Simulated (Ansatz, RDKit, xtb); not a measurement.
# Isomers of C5H8OSi, a sample narrowed down

A sample of isomers of C5H8OSi is drawn. Aim: find which of them has the lowest free energy at 298.15 K, then its properties. The sample is small against all isomers, and the most stable one of this formula need not be in it.

The funnel: GFN2-xTB relaxations, single points with a density functional, relaxations at B3LYP/def2-SVP, harmonic vibrations (at GFN2-xTB), and a last energy at a higher level. All values are calculated.

**1. Possible bonding patterns**

Isomers were taken from a list of plausible structures; this is a sample, not all of them. That gives 3 candidates.

| label | SMILES | spin |
| --- | --- | --- |
| c288 | COC1=CC=C[SiH2]1 | singlet |
| c615 | CO[SiH]1C=CC=C1 | singlet |
| c882 | COC1=C[SiH2]C=C1 | singlet |

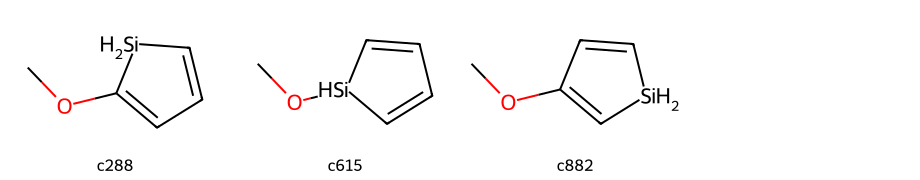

Structural formulas of the candidates.

Candidates are built by distance geometry, with a force field where one applies, in up to four conformers (letters a to d).

**Question.** With final energies at CCSD(T)/def2-SVP + MP2/def2-TZVPP - MP2/def2-SVP, which structure will this search put lowest in free energy, and by what margin?

| quantity | value |
| --- | --- |
| lowest structure found | CO[SiH]1C=CC=C1, singlet |
| next finalist | COC1=C[SiH2]C=C1, singlet, 27.0 kcal/mol higher in G |
| share at equilibrium, among the finalists | 100.0 % |

`CO[SiH]1C=CC=C1` comes out lowest. The margin of 27.0 kcal/mol over the next finalist is beyond the usual error of the last level; it says nothing of structures that weren't ranked. GFN2-xTB, HF/STO-3G, r2SCAN-D4/def2-SVP, B3LYP/def2-SVP, HF/def2-SVP and MP2/def2-SVP already put its bonding pattern lowest among the structures in one piece. The search is not exhaustive (a finite list of starts, one conformer a finalist), so a lower isomer can't be ruled out. Only 3 drawn patterns were tried, so whole families of isomers are missing, and the result ranks this sample alone. The lowest isomer need not be the one that is made and kept in a bottle, which depends on barriers.
